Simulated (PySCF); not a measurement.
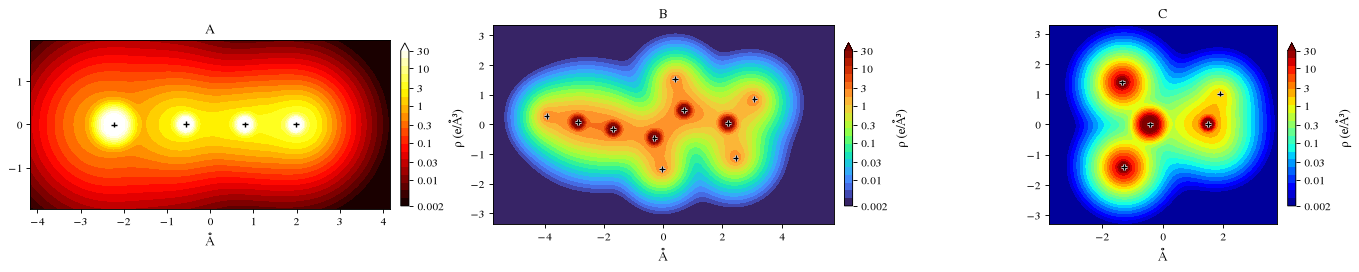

The electron density of 3 systems, each on a plane through atoms (crosses mark nuclei in the plane).

Method: Gaussian-basis quantum chemistry of an isolated molecule with PySCF, energy and nuclear gradient, functional PBE0 (PySCF).

System 1: CH$_{3}$AlF$_{2}$ (SMILES [CH3][Al]([F])[F]), the plane of atoms F3, Al2 and F4. Geometry: PBE0-D3(BJ)/def2-SVP.

```yaml
atoms:
  - { symbol: C, position_ang: [0.7248, 0.1370, 0.3586] }
  - { symbol: Al, position_ang: [-0.8339, 0.2119, -0.7699] }
  - { symbol: F, position_ang: [-1.5931, 1.6366, -1.1507] }
  - { symbol: F, position_ang: [-1.4987, -1.1534, -1.4371] }
  - { symbol: H, position_ang: [0.6379, -0.6728, 1.0998] }
  - { symbol: H, position_ang: [0.8944, 1.0852, 0.8898] }
  - { symbol: H, position_ang: [1.6206, -0.0764, -0.2477] }
```

System 2: C$_{4}$H$_{5}$B (SMILES B/C=C/C#C), the molecular plane. Geometry: B3LYP-D3(BJ)/def2-SVP.

```yaml
atoms:
  - { symbol: C, position_ang: [0.6748, -2.1378, 0.4595] }
  - { symbol: C, position_ang: [1.3017, -2.2768, 1.6607] }
  - { symbol: C, position_ang: [1.5821, -3.5110, 2.3045] }
  - { symbol: C, position_ang: [1.8320, -4.5563, 2.8727] }
  - { symbol: B, position_ang: [0.4241, -0.7455, -0.1437] }
  - { symbol: H, position_ang: [0.7923, 0.2320, 0.4651] }
  - { symbol: H, position_ang: [-0.1297, -0.6085, -1.2067] }
  - { symbol: H, position_ang: [0.3625, -3.0576, -0.0487] }
  - { symbol: H, position_ang: [1.6267, -1.3741, 2.1945] }
  - { symbol: H, position_ang: [2.0498, -5.4835, 3.3692] }
```

System 3: C$_{2}$NSi (SMILES N#CC#[Si-]) (charge −1), a plane that holds the molecular axis. Geometry: B3LYP-D3(BJ)/def2-SVPD.

```yaml
atoms:
  - { symbol: C, position_ang: [-2.7962, -0.8786, 1.3547] }
  - { symbol: C, position_ang: [-1.9187, 0.1194, 1.0371] }
  - { symbol: N, position_ang: [-3.5553, -1.7422, 1.6293] }
  - { symbol: Si, position_ang: [-0.8478, 1.3230, 0.6573] }
```

### Which map belongs to which system?

Panel A is system 3, C$_{2}$NSi: the plane holds C, N and Si. C–N (1.18 Å): the density is about 3.4 e/Å³ at the midpoint. Panel B is system 2, C$_{4}$H$_{5}$B: the plane holds C, B and H. C–C (1.22 Å): ρ at the midpoint is about 2.8 e/Å³. Panel C is system 1, CH$_{3}$AlF$_{2}$: the plane holds C, Al, F and H. Al–F (1.66 Å): ρ at the midpoint is about 0.89 e/Å³.
